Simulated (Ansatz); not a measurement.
**BGeN (triplet): the correlation ladder at a displaced geometry (v2), cc-pVDZ**

Aim: climb from Hartree-Fock through coupled cluster for BGeN (triplet) at one geometry and basis, and see what each rung misses.

Computed with Ansatz 0.2.0, Gaussian basis. Level: cc-pVDZ, core rule «outside noble gas», up to 16 orbitals frozen.

The runs, in order: UHF; CCSD(T) on ROHF; CCSD(T) on UHF; BCCD(T) on ROHF; CISD as a restricted active space (open shells left free, so some higher excitations enter); CCSDT(Q) on ROHF; CCSDT(Q) on UHF.

29 further runs of the same task are left out: 8 for a known fault of the program, 9 that didn't finish, 12 set aside as unsound or not needed. Runs told in other sessions of the task aren't counted.

## 1. The system

The geometry is a PBE0/def2-TZVP stationary point (not a proven minimum) with its atoms shifted at random (size 0.100 Å). No spin-orbit coupling is included. The filled d shell of Ge may be among the frozen orbitals whatever the setting's name suggests.

3 atoms, charge 0, spin multiplicity 3.

Atoms are counted from 1 here; the program's logs count them from 0.

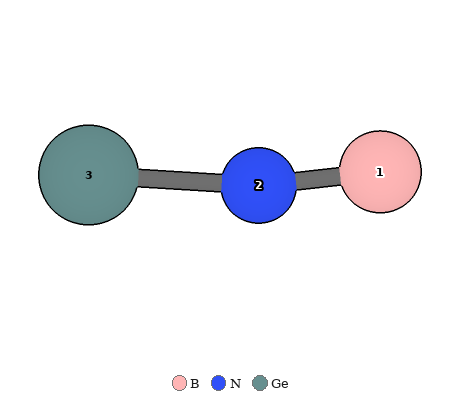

The geometry (boron pink, nitrogen blue, germanium teal); atoms are numbered from 1 in the order of the file.

## 2. UHF

File in.yaml:

```yaml
crystal:
  periodic: [false, false, false]
  atoms:
    - {symbol: B, position_ang: [0.084376, 0.005225, -1.449602]}
    - {symbol: N, position_ang: [-0.080498, 0.013599, -0.171109]}
    - {symbol: Ge, position_ang: [-0.003878, -0.018825, 1.620711]}
basis:
  gaussian: {orbitals: cc-pVDZ}
magnetization: {spin_polarized: true, initial_magnetization: 2}
hamiltonian: {xc: hf}
output: {orbitals: {seedname: orbitals}}
```

On the command line:

```bash
> ansatz run in.yaml --threads 1 --pin off --events-out ev --progress --plain --max-ram 2393MiB
```

After this run come: CCSD(T) on ROHF; CCSD(T) on UHF; BCCD(T) on ROHF; CISD as a restricted active space (open shells left free, so some higher excitations enter); CCSDT(Q) on ROHF; CCSDT(Q) on UHF.

**Question.** What will the summary of the whole plan be? Wanted: UCCSDT(Q) from the RHF energy; RMP2 from UCCSDT(Q); UMP2 from UCCSDT(Q); RCCSD from UCCSDT(Q); RCCSD(T) from UCCSDT(Q); UCCSD(T) from UCCSDT(Q); RCCSDT(Q) from UCCSDT(Q); T1 diagnostic.

As calculated:

| quantity | value |
| --- | --- |
| UCCSDT(Q) from the ROHF energy | -8.5075 eV |
| RMP2 from UCCSDT(Q) | +946.8 meV |
| UMP2 from UCCSDT(Q) | +1067.7 meV |
| RCCSD from UCCSDT(Q) | +442.8 meV |
| RCCSD(T) from UCCSDT(Q) | +67.9 meV |
| UCCSD(T) from UCCSDT(Q) | +78.8 meV |
| RCCSDT(Q) from UCCSDT(Q) | +8.5 meV |
| levels within 1 kcal/mol (43 meV) | RCCSDT, UCCSDT, RCCSDT(Q) |
| T1 diagnostic | 0.036 |

In words: RCCSD(T) misses by +67.9 meV, 0.8 % of the correlation energy. These misses are within one basis, not against nature; the frozen cores of restricted and unrestricted runs differ, which can shift their rows.
